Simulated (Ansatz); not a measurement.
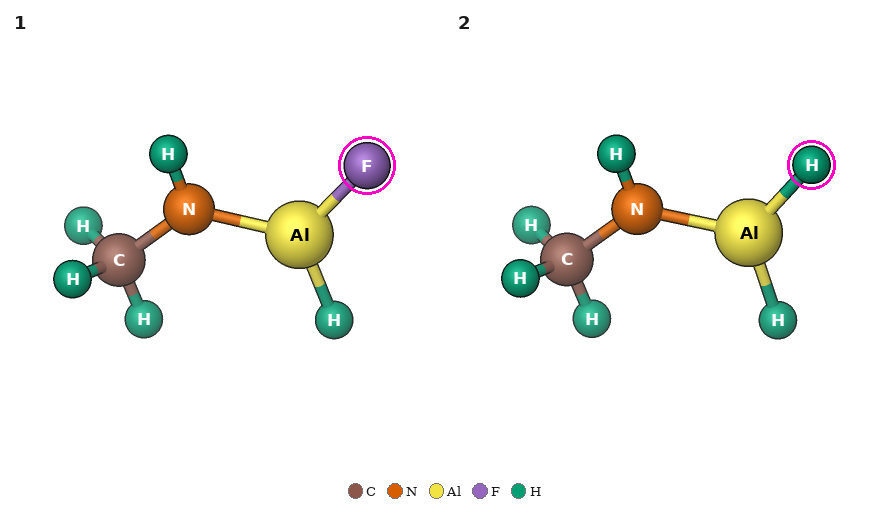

2 molecules with one skeleton, seen from the same side and at one scale; the atom that differs is circled. Charge 0, singlet. Computed geometries: PBE0-D4/def2-TZVP optimisations, one conformation each. Properties computed with Ansatz 0.2.0.

One atom differs, called X below: F in panel 1, H in panel 2. Their formulas are CH5AlFN (`C[NH][AlH][F]`), CH6AlN (`C[NH][AlH2]`).

Question: In which is the length of X–Al larger (PBE0-D4/def2-TZVP)?

Answer: In panel 1 (X = F).

Question: In which is the dipole moment larger (ωB97M-V/def2-TZVPP)?

Answer: In panel 1 (X = F).

Give the values. With PBE0-D4/def2-TZVP: length of X–Al (Å), angle X–Al–H (°), harmonic zero-point energy (kJ/mol). With ωB97M-V/def2-TZVPP: dipole moment (D), HOMO energy (Kohn–Sham orbital) (eV), HOMO–LUMO gap (eV).

| quantity | 1 (F) | 2 (H) | 2 − 1 |
| --- | --- | --- | --- |
| length of X–Al (Å) | 1.652 | 1.584 | −0.068 |
| angle X–Al–H (°) | 120.1 | 125.0 | +4.9 |
| dipole moment (D) | 2.06 | 1.20 | −0.86 |
| HOMO energy (Kohn–Sham orbital) (eV) | −9.38 | −9.21 | +0.17 |
| HOMO–LUMO gap (eV) | 10.72 | 10.13 | −0.59 |
| harmonic zero-point energy (kJ/mol) | 167.6 | 177.8 | +10.2 |
